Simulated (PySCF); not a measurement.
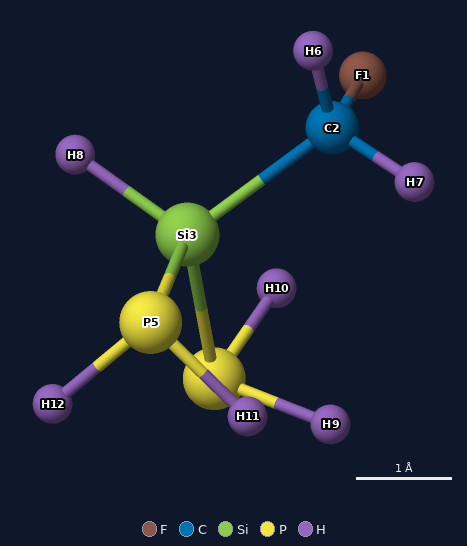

**Figure 1.** The input geometry (ball-and-stick view, seen at a tilt; atoms are numbered from 1 in the order of the input). Bond lengths as drawn: C–F 1.38 Å, C–H 1.10 to 1.11 Å, C–Si 1.91 Å, H–P 1.43 Å, H–Si 1.49 Å and P–Si 2.26 to 2.27 Å.

# CH$_{7}$FP$_{2}$Si: core-level calculation

The run: core-level calculation of CH$_{7}$FP$_{2}$Si. Method and program: delta-SCF UKS SCAN, def2-TZVP on the ionised atom, pcseg-1 elsewhere, spin-free X2C (PySCF 2.14.0).

Figures and captions count atoms from 1; the log counts them from 0 in places.

Input:
```
{"job": {"kind": "xps", "basis": "def2-TZVP"}, "charge": 0, "multiplicity": 1}
F      0.786939     2.372275    -0.088521
C     -0.331517     1.585432     0.096661
Si    -0.030314    -0.145832    -0.642223
P      1.881711    -1.063032     0.140628
P     -1.877569    -1.383215    -0.203347
H     -1.199999     2.067387    -0.387516
H     -0.550210     1.517135     1.177736
H      0.092896    -0.022547    -2.126148
H      1.487678    -0.887723     1.504608
H      2.570100     0.190463     0.086692
H     -1.491067    -1.652915     1.147154
H     -1.301319    -2.589733    -0.707063
```

The first line tells a small driver script what to run in PySCF; the rest is the geometry in Å.

Machine: 1 CPU thread, shared host.

Run as:
```bash
OMP_NUM_THREADS=1 python <driver script> task.json out
```

Output:
```
ground state, core basis on atom 0 (F), 134 functions
  cycle   1  E = -1116.40060060  |g| = 5.27e-01
  cycle   2  E = -1116.32170655  |g| = 9.12e-01
  cycle   3  E = -1116.45024454  |g| = 9.57e-02
  cycle   4  E = -1116.45221823  |g| = 3.05e-02
  cycle   5  E = -1116.45248230  |g| = 6.94e-03
  cycle   6  E = -1116.45249501  |g| = 2.50e-03
  cycle   7  E = -1116.45249726  |g| = 4.72e-04
  E(ground) = -1116.52873285 Eh
hole in F 1s of atom 0
  cycle   1  E = -1090.10528663  |g| = 2.46e+00
  cycle   2  E = -1088.53696588  |g| = 2.28e+00
  cycle   3  E = -1090.05207812  |g| = 1.15e+00
[... 7 cycles left out ...]
  E(ion) = -1091.05694302 Eh   <S^2> = 0.7565   hole on atom = 1.000   binding energy = 693.123 eV
ground state, core basis on atom 1 (C), 134 functions
[... 6 cycles left out ...]
  E(ground) = -1116.49020885 Eh
hole in C 1s of atom 1
[... 11 cycles left out ...]
  E(ion) = -1105.72480870 Eh   <S^2> = 0.7716   hole on atom = 1.000   binding energy = 292.941 eV
ground state, core basis on atom 2 (Si), 136 functions
[... 6 cycles left out ...]
  E(ground) = -1116.47496801 Eh
hole in Si 1s of atom 2
[... 11 cycles left out ...]
  E(ion) = -1048.47929752 Eh   <S^2> = 0.7529   hole on atom = 1.000   binding energy = 1850.256 eV
hole in Si 2p of atom 2
[... 9 cycles left out ...]
  E(ion) = -1112.53850904 Eh   <S^2> = 0.7532   hole on atom = 1.003   binding energy = 107.117 eV
  2p3/2 = 106.898 eV   2p1/2 = 107.509 eV
ground state, core basis on atom 3 (P), 136 functions
[... 5 cycles left out ...]
  E(ground) = -1116.47557327 Eh
hole in P 1s of atom 3
[... 11 cycles left out ...]
  E(ion) = -1037.32113350 Eh   <S^2> = 0.7519   hole on atom = 1.000   binding energy = 2153.902 eV
hole in P 2p of atom 3
  cycle   1  E = -1111.00059588  |g| = 1.32e+00
  cycle   2  E = -1109.22734836  |g| = 1.70e+00
  cycle   3  E = -1111.02003892  |g| = 6.53e-01
  cycle   4  E = -1111.38080297  |g| = 9.91e-02
  cycle   5  E = -1111.38503646  |g| = 6.41e-02
  cycle   6  E = -1111.38724134  |g| = 2.95e-02
  cycle   7  E = -1111.38758430  |g| = 9.37e-03
  cycle   8  E = -1111.38762270  |g| = 2.15e-03
  cycle   9  E = -1111.38762490  |g| = 1.09e-03
  cycle  10  E = -1111.38762664  |g| = 4.97e-04
  E(ion) = -1111.44545584 Eh   <S^2> = 0.7534   hole on atom = 1.002   binding energy = 136.876 eV
  2p3/2 = 136.652 eV   2p1/2 = 137.525 eV
```

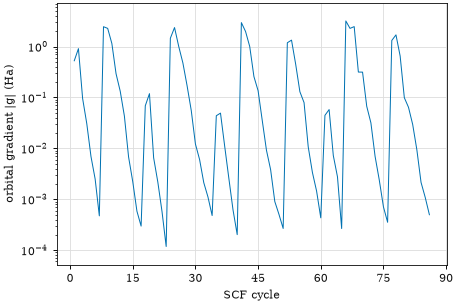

**Figure 2.** Convergence of the self-consistent field: orbital gradient |g| against the SCF cycle. All cycles printed in the log are drawn one after another.

Summary:

```tsv
quantity	value
outcome	converged
wall time	58 s
peak memory	0.54 GiB
```
